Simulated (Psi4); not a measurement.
# doublet [SiH2Br2]+ at 3 levels

Wanted: a comparison of 3 runs (UHF/STO-3G, UB3LYP/6-31G*) of doublet [SiH2Br2]+. 

The results are computed with Psi4 1.11.

## Step 1: The molecule

[SiH2Br2]+: 5 atoms, total charge +1, spin state doublet. SMILES of the parent species: `Br[SiH2]Br`. Geometry: relaxed at PBE0-D4/def2-TZVP. That shape belongs to the parent species and isn't relaxed for this state.

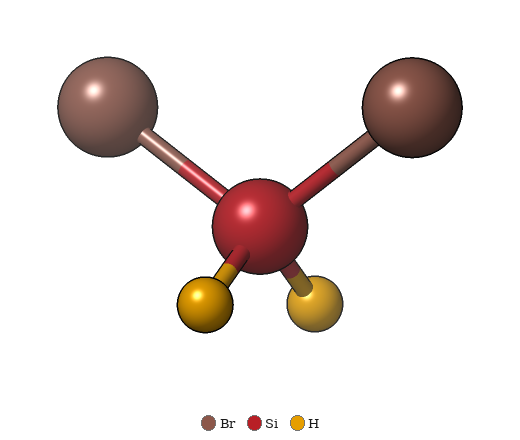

Viewed from a chosen angle; bromine brown, silicon red, hydrogen amber.

## Step 2: Energy and gradient at UHF/STO-3G (run 1)

Input file br2h2si.in:

```
memory 1.6 GB

molecule {
  1 2
  Br
  Si 1 R2
  Br 2 R3 1 A3
  H 2 R4 3 A4 1 D4
  H 2 R5 4 A5 3 D5

  R2 = 2.206842
  R3 = 2.206794
  A3 = 110.75763
  R4 = 1.47607
  A4 = 108.38239
  D4 = 118.78728
  R5 = 1.476071
  A5 = 112.5465
  D5 = -119.85311
  symmetry c1
  no_reorient
  no_com
}

set {
  basis         STO-3G
  reference     uhf
  puream        true
  e_convergence 1e-09
  d_convergence 1e-08
  scf_type      pk
  maxiter       100
}

e_tot, wfn = gradient('scf', return_wfn=True)
oeprop(wfn, 'QUADRUPOLE', 'MULLIKEN_CHARGES', 'MAYER_INDICES')
print_variables()
```

On the command line:

```bash
$ psi4 -i br2h2si.in -o br2h2si.out -n 1
```

br2h2si.out:

```text
[...]
  Running in c1 symmetry.
[...]
  Nuclear repulsion =  448.279250611994541
[...]
  Multiplicity = 2
[...]
  Nalpha       = 43
  Nbeta        = 42
[...]
    Number of basis functions: 47
[...]
   @UHF iter   1: -5375.56678846750947   -2.99449e+00   9.53776e-03 DIIS/ADIIS
[...]
   @UHF iter  15: -5375.87614917071460    6.36646e-12   6.12597e-09 DIIS
[...]
   @S^2 Observed:                7.548131637E-01
[...]
  @UHF Final Energy: -5375.87614917071460
   => Energetics <=
    Nuclear Repulsion Energy =            448.2792506119945415
    One-Electron Energy =               -8393.0836143588476261
    Two-Electron Energy =                2568.9282145761380889
    Total Energy =                      -5375.8761491707145979
  UHF NO Occupations:
  HONO-2 :   41  A 1.9992362
  HONO-1 :   42  A 1.9988996
[...]
  -Total Gradient:
     Atom            X                  Y                   Z
    ------   -----------------  -----------------  -----------------
       1        0.000000066446     0.000235203563     0.011140195108
       2       -0.000000399769    -0.034607502005    -0.023913240391
       3        0.000000002705     0.010523173692    -0.003727829920
       4       -0.015433260178     0.011924525153     0.008250485771
       5        0.015433590796     0.011924599639     0.008250389688
[...]
  Mulliken Charges: (a.u.)
   Center  Symbol    Alpha    Beta     Spin     Total
       1    BR    17.65704 17.17195  0.48509  0.17100
       2    SI     6.58811  6.73858 -0.15047  0.67331
       3    BR    17.65703 17.17208  0.48495  0.17090
       4     H     0.54891  0.45870  0.09021 -0.00761
       5     H     0.54891  0.45869  0.09022 -0.00760
   Total alpha = 43.00000, Total beta = 42.00000, Total charge =  1.00000
  Mayer Bond Indices:
  Total Bond Index:
[...]
```

It took 3.9 s on 1 thread of Intel Xeon Platinum 8259CL at 2.50GHz (Skylake/Cascade Lake), shared host; peak memory 0.2 GiB.

## Step 3: Energy and gradient at UB3LYP/6-31G(d) (spherical functions) (run 2)

Input file input.in:

```
memory 1600 MB

molecule molecule1 {
  1 2
  Br    -1.672690    -1.239290     0.362310
  Si     0.158230    -0.046290     0.054680
  Br    -0.295570     1.814160    -1.042010
  H      1.103430    -0.843230    -0.751710
  H      0.706590     0.314640     1.376730
  units angstrom
  symmetry c1
}

set globals {
  basis 6-31G*
  reference uks
  puream true
  e_convergence 1e-09
  d_convergence 1e-08
  scf_type pk
  dft_radial_points 99
  dft_spherical_points 590
  maxiter 100
}

e_tot, wfn = gradient('b3lyp', return_wfn=True)
oeprop(wfn, 'MULLIKEN_CHARGES', 'LOWDIN_CHARGES', 'DIPOLE')
```

On the command line:

```bash
$ psi4 -n 1 input.in input.out
```

input.out:

```text
[...]
  Running in c1 symmetry.
[...]
  Nuclear repulsion =  448.279262821226382
[...]
  Multiplicity = 2
[...]
  Nalpha       = 43
  Nbeta        = 42
[...]
    Number of basis functions: 86
[...]
   @UKS iter   1: -5437.65102132130596   -2.12609e+00   2.31584e-02 ADIIS/DIIS
[...]
   @UKS iter  13: -5438.13863883082104   -4.54747e-12   5.40082e-09 DIIS
[...]
   @S^2 Observed:                7.532331538E-01
[...]
  @UKS Final Energy: -5438.13863883082104
   => Energetics <=
    Nuclear Repulsion Energy =            448.2792628212263821
    One-Electron Energy =               -8439.8102416410110891
    Two-Electron Energy =                2717.4969449431328030
    DFT Exchange-Correlation Energy =    -164.1046049541685363
    Empirical Dispersion Energy =           0.0000000000000000
    VV10 Nonlocal Energy =                  0.0000000000000000
    Total Energy =                      -5438.1386388308201276
[...]
  -Total Gradient:
     Atom            X                  Y                   Z
    ------   -----------------  -----------------  -----------------
       1        0.005302010608     0.008290868471    -0.003521689422
       2       -0.000520448284     0.000162773074    -0.000185873828
       3       -0.002530613963    -0.009120842646     0.004489901941
       4       -0.002036056327     0.002946255618     0.004396615323
       5       -0.000248411932    -0.002269263224    -0.005190529671
[...]
```

It took 35 s on 1 thread of Intel Xeon Platinum 8259CL at 2.50GHz (Skylake/Cascade Lake), shared host; peak memory 0.77 GiB.

## Step 4: Energy and gradient at UB3LYP/6-31G(d) (Cartesian functions) (run 3)

Input file run.py:

```python
import psi4

psi4.set_memory('1600 MB')
psi4.set_num_threads(1)
psi4.core.set_output_file('run.log', False)

geom = psi4.geometry("""
1 2
Br    -1.672690    -1.239290     0.362310
Si     0.158230    -0.046290     0.054680
Br    -0.295570     1.814160    -1.042010
H      1.103430    -0.843230    -0.751710
H      0.706590     0.314640     1.376730
symmetry c1
no_reorient
no_com
""")

psi4.set_options({
    'basis': '6-31G*',
    'reference': 'uks',
    'puream': False,
    'e_convergence': 1e-09,
    'd_convergence': 1e-08,
    'scf_type': 'pk',
    'dft_radial_points': 99,
    'dft_spherical_points': 590,
    'maxiter': 100,
})

result, w = psi4.gradient('b3lyp', return_wfn=True)
psi4.oeprop(w, 'QUADRUPOLE', 'LOWDIN_CHARGES', 'WIBERG_LOWDIN_INDICES', title='B3LYP')
print('gradient / Eh bohr^-1')
print(result.np.round(6))
print(f'energy = {w.energy():.10f} Eh')
```

On the command line:

```bash
$ python run.py
```

run.log:

```text
[...]
  Running in c1 symmetry.
[...]
  Nuclear repulsion =  448.279262821226382
[...]
  Multiplicity = 2
[...]
  Nalpha       = 43
  Nbeta        = 42
[...]
    Number of basis functions: 93
[...]
   @UKS iter   1: -5437.60111895879527   -2.09298e+00   2.40767e-02 ADIIS/DIIS
[...]
   @UKS iter  13: -5438.15746921027494    0.00000e+00   4.94833e-09 DIIS
[...]
   @S^2 Observed:                7.532325061E-01
[...]
  @UKS Final Energy: -5438.15746921027494
   => Energetics <=
    Nuclear Repulsion Energy =            448.2792628212263821
    One-Electron Energy =               -8439.5945434169552755
    Two-Electron Energy =                2717.1932711614695108
    DFT Exchange-Correlation Energy =    -164.0354597760154149
    Empirical Dispersion Energy =           0.0000000000000000
    VV10 Nonlocal Energy =                  0.0000000000000000
    Total Energy =                      -5438.1574692102740300
[...]
  -Total Gradient:
     Atom            X                  Y                   Z
    ------   -----------------  -----------------  -----------------
       1        0.005641941360     0.008501127937    -0.003572698617
       2       -0.000904366174     0.000274938907    -0.000318470082
       3       -0.002437390355    -0.009457670836     0.004690523003
       4       -0.002058122367     0.002946000378     0.004374417529
       5       -0.000275579091    -0.002254605825    -0.005185346879
[...]
```

Standard output:

```text
gradient / Eh bohr^-1
[[ 0.005642  0.008501 -0.003573]
 [-0.000904  0.000275 -0.000318]
 [-0.002437 -0.009458  0.004691]
 [-0.002058  0.002946  0.004374]
 [-0.000276 -0.002255 -0.005185]]
energy = -5438.1574692103 Eh
```

It took 35 s on 1 thread of Intel Xeon Platinum 8259CL at 2.50GHz (Skylake/Cascade Lake), shared host; peak memory 0.83 GiB.

## Step 5: Overview of the runs

```tsv
run	level	integration grid	Cartesian functions	energy (Eh)	HOMO energy (eV)	LUMO energy (eV)	⟨S²⟩	wall time
1	UHF/STO-3G	–	no	-5375.876149	-12.52	-8.43	0.755	3.9 s
2	UB3LYP/6-31G* (spherical functions)	99 radial × 590 angular	no	-5438.138639	-13.94	-12.85	0.753	35 s
3	UB3LYP/6-31G* (Cartesian functions)	99 radial × 590 angular	yes	-5438.157469	-13.94	-12.84	0.753	35 s
```

## Step 6: Outcome

```
                                 quantity           value
                      run 3: total energy  -5438.15747 Eh
run 3: HOMO energy (highest over α and β)       -13.94 eV
 run 3: LUMO energy (lowest over α and β)       -12.84 eV
                              run 3: ⟨S²⟩           0.753
          run 3: largest force on an atom      0.557 eV/Å
```

In run 1 the basis is minimal, so the values are rough. All runs together took 73 s, the longest 35 s.
